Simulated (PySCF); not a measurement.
# UPBE0/STO-3G run of BH3O− (SMILES [BH2-]O)

What is the vertical doublet–quartet gap of BH3O− at UPBE0/STO-3G? The job is set up through a Python script.

The results are computed with PySCF 2.14.0.

8 further runs of the same task are left out: 8 set aside as unsound or not needed.

## (1) Starting point

The species is BH3O− (5 atoms), meant as a doublet with charge -1. SMILES: `[BH2-]O`. Geometry: relaxed at GFN2-xTB.

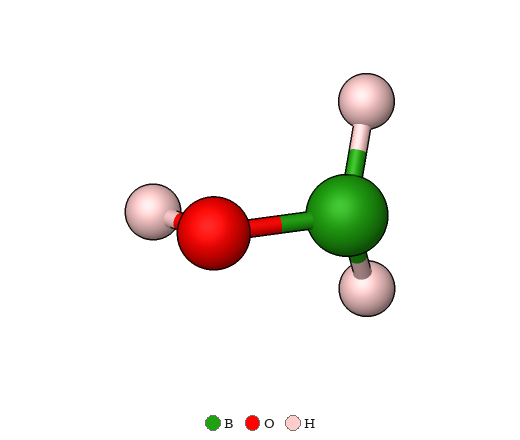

The structure, seen from a chosen angle (boron green, oxygen red, hydrogen pink).

## (2) A single-point energy at UPBE0/STO-3G

Input file start.xyz:

```xyz
5

B     -0.558550    -0.234200     0.180320
O      0.255120     1.054670     0.280220
H      0.033680    -1.207330     0.735040
H     -0.823360    -0.530130    -1.022660
H      1.093110     0.916990    -0.172930
```

Input file job.py:

```python
from pyscf import gto, dft

mol = gto.M(
    atom='start.xyz',
    spin=1,
    basis='sto-3g',
    charge=-1,
    verbose=3,
    max_memory=1860,
)

myscf = dft.UKS(mol, xc='pbe0')
myscf.conv_tol = 1e-10
myscf.grids.level = 5
myscf.kernel()
if not myscf.converged:
    myscf = myscf.newton().run(myscf.mo_coeff, myscf.mo_occ)

energy = myscf.e_tot
print('Final energy', energy)
```

Started as:

```sh
OMP_NUM_THREADS=1 python job.py
```

Output:

```text
converged SCF energy = -100.187693588354  <S^2> = 0.75226988  2S+1 = 2.0022686
Final energy -100.18769358835385
```

Run time: 2.8 s. Hardware: 1 thread of Intel Xeon 6975P-C (Granite Rapids), shared host; peak memory 0.18 GiB.

## (3) The quartet at the same level

Input file run.py:

```python
from pyscf import gto, dft

molecule = gto.Mole()
molecule.atom = [
    ('B', (-0.558550, -0.234200, 0.180320)),
    ('O', (0.255120, 1.054670, 0.280220)),
    ('H', (0.033680, -1.207330, 0.735040)),
    ('H', (-0.823360, -0.530130, -1.022660)),
    ('H', (1.093110, 0.916990, -0.172930)),
]
molecule.max_memory = 1860
molecule.verbose = 3
molecule.spin = 3
molecule.charge = -1
molecule.basis = 'sto-3g'
molecule.build()

ks = dft.UKS(molecule, xc='pbe0')
ks.grids.level = 5
ks.conv_tol = 1e-10
ks.kernel()
if not ks.converged:
    ks = ks.newton().run(ks.mo_coeff, ks.mo_occ)

e_final = ks.e_tot
print('Final energy', e_final)
```

Started as:

```sh
OMP_NUM_THREADS=1 python run.py
```

Output:

```text
WARN: HOMO 0.24289699820785 >= LUMO -0.272763084443838

WARN: HOMO 0.727140772692256 >= LUMO 0.495170477607616

WARN: HOMO 0.598305764497926 >= LUMO 0.308456845255416

WARN: HOMO 0.568484392643948 >= LUMO 0.315258688205958

WARN: HOMO 0.551460145990987 >= LUMO 0.312535062756109

WARN: HOMO 0.545016623882197 >= LUMO 0.313032117303827

WARN: HOMO 0.54697918946487 >= LUMO 0.314068630401784

WARN: HOMO 0.546677094811059 >= LUMO 0.314117883709154

WARN: HOMO 0.546704867972571 >= LUMO 0.31412912905399

WARN: HOMO 0.546718772973362 >= LUMO 0.314134346762323

WARN: HOMO 0.546717423460636 >= LUMO 0.314135558167578

WARN: HOMO 0.546717847543182 >= LUMO 0.31413562874368

WARN: HOMO 0.546717850308126 >= LUMO 0.314135650967646

converged SCF energy = -99.822776013666  <S^2> = 3.7513581  2S+1 = 4.000679
Final energy -99.82277601366604
```

Run time: 2.8 s. Hardware: 1 thread of Intel Xeon 6975P-C (Granite Rapids), shared host; peak memory 0.18 GiB.

## (4) Summary of results

At UPBE0/STO-3G:

| quantity | value |
| --- | --- |
| doublet: total energy | -100.18769 Eh |
| doublet: HOMO energy (highest over α and β) | 7.22 eV |
| doublet: LUMO energy (lowest over α and β) | 13.64 eV |
| doublet: ⟨S²⟩ | 0.752 |
| quartet: total energy | -99.82278 Eh |
| quartet: HOMO energy (highest over α and β) | 14.88 eV |
| quartet: ⟨S²⟩ | 3.751 |
| vertical energy of the quartet above the doublet | 9.930 eV |

What this shows: At this shape the quartet lies 9.93 eV (229 kcal/mol) above the doublet. For an anion a state so high probably lies above electron detachment. In a minimal basis such a difference can be off by several eV, whatever the method. Mulliken charges (doublet) run from -0.43 on O2 to +0.09 on H5; they depend strongly on the basis. The HOMO (doublet) lies at positive energy, 7.22 eV; only total energies tell whether the electron is bound. The HOMO (quartet) lies at positive energy, 14.88 eV; only total energies tell whether the electron is bound.
